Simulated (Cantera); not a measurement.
Charge: 1 mol Ti, 0.17 mol CO2, 180 mol H2, held at 10.0 Torr.

Cantera equilibrium calculation (NASA polynomials, part measured and part estimated; ideal gas, pure solids and liquids). Candidate condensed phases: C, C6H6, C7H8, C8H18, H2O, Ti, TiC, TiO, TiO2, Ti2O3, Ti3O5, Ti4O7; 113 gas species. Mutual solubility and eutectic melting of coexisting phases are not modelled. TiC, TiO: taken at fixed stoichiometry. Condensed phases not in the tables: solid solutions among these carbides, nitrides and lower oxides, N, O or C dissolved in the metal. Equilibrium is a limit: real reactors are often held back by kinetics, nucleation or transport.

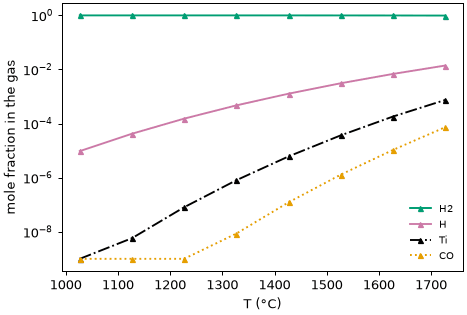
*Equilibrium gas composition (values under 1e-9 drawn at 1e-9)*

From 1027 °C to 1627 °C the condensed part is Ti(β) + TiC(s) + TiO(s). At 1727 °C the condensed part is Ti(l) + TiC(s) + TiO(s).
